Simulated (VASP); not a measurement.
Band structure of PbSe (rock salt). These are MS2 meta-GGA, VASP's PBE PAW potentials (set 64) (plane waves; VASP) values and carry that method's errors.

Unless said otherwise, spin-orbit coupling is left out, though it shifts the bands of the heavy elements here.

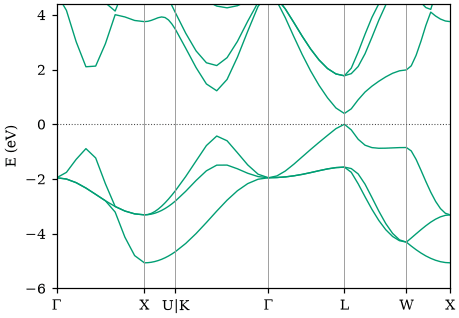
*Bands along high-symmetry lines, zero at the valence-band maximum or, without a gap, the Fermi level*

Read the plot: is there a gap, and where are the band edges?

The gap is direct, 0.39 eV, from the valence maximum at L to the conduction minimum at L.

The compound is PbSe in the rock salt structure. It was relaxed first.
